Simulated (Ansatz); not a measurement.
# AlFH2O: a dynamics run in two tries

Aim: a short trajectory for this system.

Method: RKS BHLYP-D4/6-31G*, in Ansatz 0.2.0.

## 1. The system as given

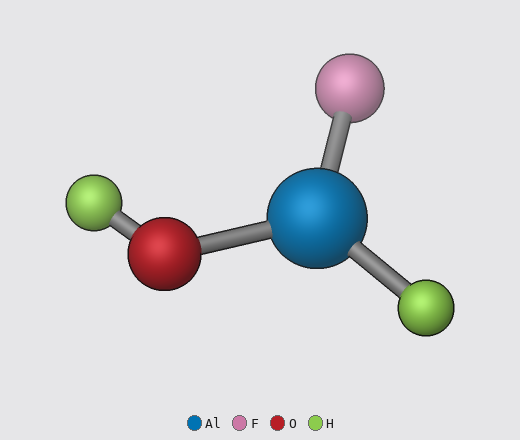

Start, viewed from a chosen angle; aluminium blue, fluorine pink, oxygen red, hydrogen green.

Structure file:

```xyz
5

Al   -0.0565   -0.0754   -0.0714
F     0.1607   -0.0316    1.5549
O     1.2527   -0.4364   -1.0703
H     2.1327   -0.6219   -0.7536
H    -1.4577    0.2135   -0.6844
```

## 2. The run

Input file input.yaml:

```yaml
crystal:
  periodic: [false, false, false]
  atoms:
    - { symbol: Al, position_ang: [-0.056517, -0.075412, -0.071379] }
    - { symbol: F, position_ang: [0.160723, -0.031624, 1.554868] }
    - { symbol: O, position_ang: [1.252721, -0.436436, -1.07035] }
    - { symbol: H, position_ang: [2.132686, -0.621892, -0.753618] }
    - { symbol: H, position_ang: [-1.457714, 0.213464, -0.68442] }
basis:
  gaussian: { orbitals: "6-31G*" }
hamiltonian:
  xc: { name: BHLYP }
  dispersion: d4
md:
  timestep: 0.5
  n_steps: 25
  ensemble: nve
  temperature: 1500.0
  initial_velocities: maxwell_boltzmann
  seed: 693052
  temperature_schedule: [{ n_steps: 10, end_temperature: 100.0 }]
```

Started as:

```console
> ansatz run input.yaml --threads 1 --pin off --max-ram 2048MiB --backend cpu --events-out ev --progress --plain --runs-dir out
```

The program printed:

```text
Error: invalid value for `md.temperature_schedule`: only applies to ensemble: nvt_langevin, nvt_nose_hoover or npt_langevin, whose set-point it moves — drop it or switch ensemble
```

Wall time 0.03 s (1 thread of Intel Xeon Platinum 8375C at 2.90GHz (Ice Lake), shared host); peak memory 0.043 GiB.

## 3. What went wrong

The program refused the input before any cycle. The line that matters: «invalid value for `md.temperature_schedule`: only applies to ensemble: nvt_langevin, nvt_nose_hoover or npt_langevin, whose set-point it moves — drop it or switch ensemble»

A temperature schedule needs a thermostat, and a run at constant energy has none.

Remedy: choose an nvt ensemble, or drop the schedule.

## 4. The mended input

Edit input.yaml of step 2 so:

```diff
@@ -15,4 +15,4 @@
   timestep: 0.5
-  n_steps: 25
-  ensemble: nve
+  n_steps: 300
+  ensemble: nvt_nose_hoover
   temperature: 1500.0
@@ -20,2 +20 @@
   seed: 693052
-  temperature_schedule: [{ n_steps: 10, end_temperature: 100.0 }]
```

Started as:

```console
> ansatz run input.yaml --threads 1 --pin off --max-ram 2048MiB --backend cpu --events-out ev --progress --plain --runs-dir out
```

Besides the cure, the cap on steps is lifted. The first and last lines of the walk in its log:

```text
md step     0: t =     0.00 fs  T =  1500.0 K  F+E_penalty+E_count = -11394.16785629 eV  E_kin = 0.581670 eV  conserved = -11393.58618629 eV  (22 SCF iters)
md step     1: t =     0.50 fs  T =  1469.1 K  F+E_penalty+E_count = -11394.15557713 eV  E_kin = 0.569682 eV  conserved = -11393.58589546 eV  (25 SCF iters, 3 dispersion substeps)
md step     2: t =     1.00 fs  T =  1381.9 K  F+E_penalty+E_count = -11394.12126150 eV  E_kin = 0.535866 eV  conserved = -11393.58539613 eV  (25 SCF iters, 3 dispersion substeps)
[...]
md step   298: t =   149.00 fs  T =  1208.7 K  F+E_penalty+E_count = -11393.63939635 eV  E_kin = 0.468698 eV  conserved = -11393.58584398 eV  (24 SCF iters, 3 dispersion substeps)
md step   299: t =   149.50 fs  T =  1353.6 K  F+E_penalty+E_count = -11393.69262612 eV  E_kin = 0.524901 eV  conserved = -11393.58585490 eV  (24 SCF iters, 3 dispersion substeps)
md step   300: t =   150.00 fs  T =  1401.8 K  F+E_penalty+E_count = -11393.70743935 eV  E_kin = 0.543577 eV  conserved = -11393.58518305 eV  (23 SCF iters, 3 dispersion substeps)
```

Wall time 5.7 min (1 thread of Intel Xeon Platinum 8375C at 2.90GHz (Ice Lake), shared host); peak memory 0.11 GiB.

With the input mended the run goes through: 300 steps, ending at 1402 K.

## 5. Outcome

| quantity | value |
| --- | --- |
| first try | refused |
| cause | a temperature schedule needs a thermostat, and a run at constant energy has none |

**Reading.** The fault in the first input was caught at the input check and cost nothing.
